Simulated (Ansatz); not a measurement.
Run report: AlBH5O2F, geometry relaxation (part 2 of 2)

The same run, continued: AlBH5O2F; RHF/6-31G* (Ansatz 0.2.0). The input holds or restrains some coordinates. It belongs to a series of runs on one base structure; here: pulled along the bonds that form and break, towards end A.

Geometry of the input (Å):
```
B  0.0000  0.0000  0.0000
F  0.0000  0.0000  1.6700
O  1.2211  0.0000  -0.7050
H  1.5209  -0.9519  -0.8599
H  -1.0305  0.0000  -0.5950
O  0.0766  1.6210  0.5392
Al 0.7098  2.1426  2.1189
H  1.2046  1.0815  3.1499
H  0.7698  3.6608  2.4724
H  0.0485  1.0264  1.5024
```

**Trajectory as extended XYZ, continued**
```
10
Properties=species:S:1:pos:R:3:forces:R:3 step=5 energy=-14115.40199
B     0.0092   -0.3337    0.0079   -0.3474   1.1411  -0.9869
F     0.0314   -0.6591    1.2826   -0.2006  -0.5088   0.4578
O     1.1700   -0.1576   -0.6601    0.2215  -0.7049  -0.2555
H     1.5653   -0.9926   -0.8656    0.5216  -0.0161  -0.0325
H    -1.0237   -0.1331   -0.5442   -0.1174  -0.3427   0.3183
O     0.0963    2.1367    0.7436   -0.6197  -1.9375   1.8426
Al    0.8714    2.3481    2.2381    1.5826   1.4757   0.8627
H     1.2103    1.1008    3.1444    0.0561   0.1295  -0.0522
H     0.8401    3.8257    2.5796    0.4248   0.9454   0.6857
H    -0.2495    1.4452    1.3666   -1.5215  -0.1816  -2.8401
10
Properties=species:S:1:pos:R:3:forces:R:3 step=6 energy=-14116.14577
B    -0.0032   -0.3417   -0.0529    0.9408   0.3690  -1.1737
F     0.0155   -0.6966    1.2132   -0.1119  -0.3409   0.5516
O     1.1892   -0.2239   -0.7306   -0.8261  -0.5902   0.0599
H     1.6317   -1.0571   -0.8502    0.2085   0.2304   0.2049
H    -1.0502   -0.1879   -0.5722   -0.1109   0.0695  -0.0128
O     0.0450    2.1323    0.8126   -0.7575  -1.6680   1.9432
Al    0.8769    2.4335    2.2821    0.7046   0.9982   0.1862
H     1.2470    1.1662    3.1496    0.0402   0.1479   0.0325
H     0.9518    3.9375    2.6934    0.3029   0.1859   0.2282
H    -0.3828    1.4180    1.3479   -0.3907   0.5982  -2.0200
10
Properties=species:S:1:pos:R:3:forces:R:3 step=7 energy=-14116.61720
B    -0.0096   -0.3523   -0.1305    0.4373  -0.2831  -0.3555
F    -0.0258   -0.7822    1.1291    0.0508  -0.1236   0.0477
O     1.1738   -0.2703   -0.7959   -0.0443  -1.1598  -0.2652
H     1.7071   -1.0778   -0.7803   -0.4074   1.0702   0.3551
H    -1.0664   -0.1691   -0.6250    0.0735   0.2803  -0.1276
O    -0.0506    2.0813    0.9072   -0.4914  -1.2973   1.9911
Al    0.8837    2.5302    2.3115   -0.1499   0.2688  -0.2811
H     1.2914    1.2810    3.1921    0.0811   0.1309   0.0626
H     1.1001    4.0431    2.7622    0.0749  -0.2342  -0.2378
H    -0.4829    1.2964    1.3226    0.3754   1.3479  -1.1892
10
Properties=species:S:1:pos:R:3:forces:R:3 step=8 energy=-14116.84323
B     0.0106   -0.3507   -0.1783    0.1950   0.0430  -0.4123
F    -0.0069   -0.8310    1.0613    0.1310  -0.2872   0.1185
O     1.1658   -0.3208   -0.8838   -0.0754  -1.1365  -0.1615
H     1.7256   -1.1004   -0.7803   -0.3415   0.9935   0.2774
H    -1.0376   -0.0228   -0.6165    0.1646   0.1253  -0.1796
O    -0.0913    2.0174    0.9933   -0.6711  -1.2372   1.7257
Al    0.8073    2.5199    2.3896    0.3823   0.5624  -0.5077
H     1.3183    1.3904    3.3573   -0.1116  -0.0727   0.1392
H     1.1804    4.0577    2.6149   -0.1416  -0.2921  -0.1013
H    -0.5514    1.2207    1.3354    0.4683   1.3016  -0.8985
10
Properties=species:S:1:pos:R:3:forces:R:3 step=9 energy=-14117.03419
B     0.0146   -0.3219   -0.2474   -0.2989  -0.3526  -0.9105
F    -0.0136   -0.9004    0.9496    0.1989  -0.0566   0.2159
O     1.1236   -0.3996   -1.0131    1.3098  -1.8379   1.0967
H     1.7810   -1.0741   -0.6702   -1.6030   1.9433  -0.7430
H    -1.0155    0.1031   -0.6656    0.4073   0.0857  -0.0164
O    -0.1814    1.9432    1.1372   -0.0116  -1.0018   1.2761
Al    0.8950    2.5245    2.3785   -0.5933   0.3141  -0.0788
H     1.3045    1.4903    3.5211    0.0584   0.1046  -0.2160
H     1.2284    4.0994    2.4853    0.0183  -0.5626  -0.2253
H    -0.6156    1.1159    1.4174    0.5142   1.3638  -0.3988
10
Properties=species:S:1:pos:R:3:forces:R:3 step=10 energy=-14117.11490
B    -0.0586   -0.3779   -0.3021    0.0914   0.2457  -0.7252
F    -0.0929   -0.9318    0.9141    0.1063  -0.1001  -0.1880
O     1.0790   -0.4009   -1.0373    0.8323  -1.4645   1.2782
H     1.7853   -0.9546   -0.6207   -1.4009   1.2920  -0.7998
H    -1.0695    0.0758   -0.7509    0.4000  -0.2160   0.1021
O    -0.0288    1.8284    1.1227    0.2438   0.4856   1.3875
Al    0.8430    2.5833    2.4482   -0.0085  -0.2886  -0.6723
H     1.2891    1.5665    3.5972   -0.1408   0.2346  -0.0728
H     1.2469    4.1359    2.4592   -0.1989  -0.4222  -0.1194
H    -0.4728    1.0558    1.4625    0.0752   0.2336  -0.1904
10
Properties=species:S:1:pos:R:3:forces:R:3 step=11 energy=-14117.22936
B    -0.0608   -0.3526   -0.3646   -0.0381   0.1644  -0.5549
F    -0.1465   -0.9484    0.8234    0.0425  -0.2270   0.1108
O     1.0928   -0.4150   -1.0601    0.5431  -0.7679   0.6476
H     1.7814   -0.9512   -0.6333   -0.9077   0.7823  -0.4551
H    -1.0426    0.1381   -0.8276    0.3420  -0.1473   0.0290
O    -0.0365    1.7428    1.2272   -0.0027  -0.0004   1.4107
Al    0.8560    2.5836    2.4673   -0.1084  -0.0586  -0.7189
H     1.2680    1.6890    3.6948   -0.0172   0.0113   0.1639
H     1.2550    4.1161    2.3212   -0.0995  -0.2418  -0.0608
H    -0.4461    0.9779    1.6447    0.2460   0.4851  -0.5724
10
Properties=species:S:1:pos:R:3:forces:R:3 step=12 energy=-14117.32473
B    -0.0782   -0.3171   -0.3913   -0.1601  -0.1249  -0.6185
F    -0.2466   -1.0500    0.7103    0.0707   0.0026   0.2017
O     1.1050   -0.3476   -1.0261    0.2794  -0.1701   0.3557
H     1.7720   -0.8595   -0.5700   -0.3448   0.2370  -0.2203
H    -1.0160    0.2259   -0.8646    0.1483  -0.0312   0.0078
O    -0.0549    1.6593    1.3392   -0.2267  -0.9144   0.8481
Al    0.8802    2.5640    2.4605   -0.1039   0.0661  -0.1598
H     1.2611    1.8268    3.8029    0.0375   0.0015   0.0624
H     1.2869    4.0560    2.1339   -0.0193  -0.1200  -0.0548
H    -0.3886    0.8225    1.6982    0.3190   1.0534  -0.4223
10
Properties=species:S:1:pos:R:3:forces:R:3 step=13 energy=-14117.37463
B    -0.1016   -0.2860   -0.4514    0.0163  -0.1010  -0.3404
F    -0.3135   -1.0214    0.6402   -0.0511  -0.1608   0.1161
O     1.1272   -0.2653   -0.9911   -0.0797   0.1087  -0.0552
H     1.7668   -0.7560   -0.4962    0.0743  -0.0500   0.0851
H    -1.0165    0.2083   -1.0084    0.0328   0.0623   0.0504
O    -0.0466    1.5318    1.4446   -0.4240  -0.9510   0.8408
Al    0.9031    2.5311    2.4600   -0.0640   0.0256  -0.0304
H     1.2835    1.9446    3.8814    0.0154   0.0362  -0.0164
H     1.3254    3.9661    1.9595    0.0014  -0.0778  -0.0363
H    -0.4069    0.7271    1.8542    0.4787   1.1080  -0.6138
10
Properties=species:S:1:pos:R:3:forces:R:3 step=14 energy=-14117.40430
B    -0.1009   -0.2375   -0.4745   -0.1308   0.2492  -0.4288
F    -0.3895   -1.0452    0.5405   -0.0524  -0.3274   0.2258
O     1.1418   -0.2334   -0.9781    0.1159  -0.0674   0.0537
H     1.7409   -0.7960   -0.5026   -0.0416   0.0568  -0.0423
H    -0.9704    0.3710   -0.9962    0.0893  -0.0372   0.0223
O    -0.0002    1.4100    1.5511   -0.4046  -0.9874   0.5401
Al    0.8885    2.5269    2.4833   -0.0476  -0.0868  -0.0201
H     1.2710    2.1248    3.9653    0.0075   0.0392  -0.0003
H     1.2768    3.8819    1.7918    0.0333   0.0536  -0.0005
H    -0.3372    0.5779    1.9123    0.4310   1.1072  -0.3498
10
Properties=species:S:1:pos:R:3:forces:R:3 step=15 energy=-14117.40661
B    -0.1106   -0.2358   -0.4818   -0.0831   0.2319  -0.4104
F    -0.4068   -1.0479    0.5277   -0.0856  -0.3211   0.2301
O     1.1397   -0.2236   -0.9650    0.1105  -0.0372  -0.0025
H     1.7353   -0.7816   -0.4809   -0.0250   0.0347  -0.0220
H    -0.9746    0.3685   -1.0165    0.0729  -0.0315   0.0332
O     0.0114    1.3963    1.5539   -0.3993  -1.0148   0.5198
Al    0.8889    2.5226    2.4823   -0.0047  -0.0149  -0.0040
H     1.2675    2.1475    3.9713   -0.0025   0.0065   0.0112
H     1.2841    3.8751    1.7881    0.0164   0.0418  -0.0168
H    -0.3140    0.5592    1.9136    0.4005   1.1048  -0.3385
10
Properties=species:S:1:pos:R:3:forces:R:3 step=16 energy=-14117.40591 accepted=F
B    -0.1315   -0.2056   -0.5277   -0.0227   0.0312  -0.0771
F    -0.4940   -1.0557    0.4384   -0.0457  -0.0726  -0.0794
O     1.1423   -0.2154   -0.9512    0.0016   0.0276  -0.0401
H     1.7044   -0.7971   -0.4560   -0.0503   0.0085  -0.0064
H    -0.9508    0.4538   -1.0739    0.1100  -0.0955   0.0884
O     0.0613    1.2918    1.6298   -0.0991  -0.8907   0.7633
Al    0.8828    2.5276    2.4975   -0.1241  -0.1916  -0.1646
H     1.2358    2.3040    4.0335   -0.0506  -0.0075  -0.1497
H     1.2701    3.8446    1.7028   -0.0741  -0.1665   0.0762
H    -0.1997    0.4323    1.9998    0.3551   1.3571  -0.4107
10
Properties=species:S:1:pos:R:3:forces:R:3 step=17 energy=-14117.40810
B    -0.1163   -0.2135   -0.4973    0.2500   0.1003  -0.2627
F    -0.4336   -1.0377    0.4987   -0.1236  -0.2828   0.1084
O     1.1427   -0.2305   -0.9725   -0.1470   0.0671   0.0061
H     1.7230   -0.7990   -0.4844   -0.0149  -0.0191   0.0088
H    -0.9558    0.4269   -1.0218    0.0080  -0.0118  -0.0123
O     0.0350    1.3402    1.5972   -0.3468  -1.0028   0.4941
Al    0.8830    2.5256    2.4805   -0.0389  -0.0871   0.0240
H     1.2387    2.2132    3.9902    0.0118   0.0298   0.0059
H     1.2747    3.8594    1.7419   -0.0138  -0.0162  -0.0137
H    -0.2706    0.4956    1.9604    0.4152   1.2227  -0.3585
10
Properties=species:S:1:pos:R:3:forces:R:3 step=18 energy=-14117.41070
B    -0.1195   -0.2127   -0.5026    0.0833   0.1707  -0.2648
F    -0.4442   -1.0371    0.4905   -0.0994  -0.3062   0.1191
O     1.1355   -0.2294   -0.9786   -0.0214  -0.0065  -0.0057
H     1.7092   -0.8086   -0.4951    0.0190  -0.0017   0.0005
H    -0.9565    0.4321   -1.0257   -0.0056  -0.0008  -0.0060
O     0.0722    1.3262    1.5986   -0.3996  -1.0645   0.5074
Al    0.8825    2.5253    2.4938    0.0072   0.0053   0.0054
H     1.2134    2.2510    4.0166   -0.0054   0.0062  -0.0007
H     1.2715    3.8486    1.7352   -0.0017  -0.0018   0.0037
H    -0.2433    0.4849    1.9602    0.4237   1.1994  -0.3590
```

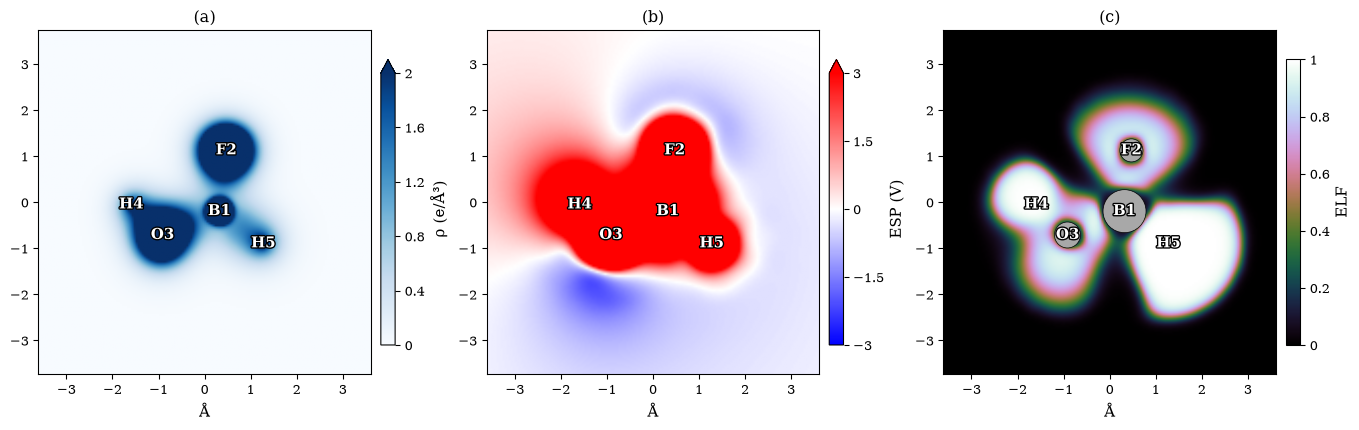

**Figure 1.** (a) total electron density; (b) molecular electrostatic potential; (c) electron localisation function on the plane of atoms B1, O3 and H4. Grey discs, where drawn, cover atomic cores. Atoms in the plane: B, F, O and H. B–F (1.33 Å): ρ at the midpoint is about 2.2 e/Å³; the ELF peaks at about 0.85 between the atoms (a shared but strongly polarised pair). B–H (1.18 Å): ρ at the midpoint is about 1.3 e/Å³; the ELF climbs to about 1 towards the hydrogen; a covalent bond by its length.

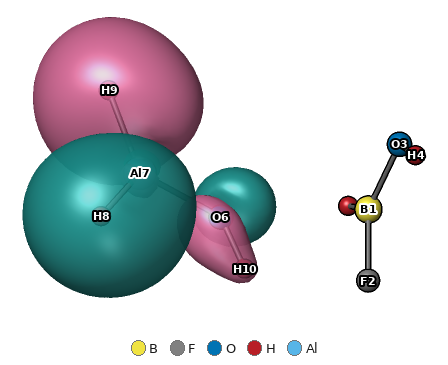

**Figure 2.** The HOMO at ±0.08 Å⁻³ᐟ² (teal and pink are the two phases), seen at a tilt. Its weight (Hirshfeld) is mainly on Al7 (35 %), H8 (30 %) and H9 (25 %). Its energy is −11.71 eV.

**Key numbers**

- outcome: converged under the restraints of the input
- total energy: −14117.4107 eV
- mean-field energy: −14117.4107 eV
- largest force (length of the vector) at the end, held atoms and coordinates included: 1.322 eV/Å
- wall time: 44 s
- peak memory: 0.16 GiB
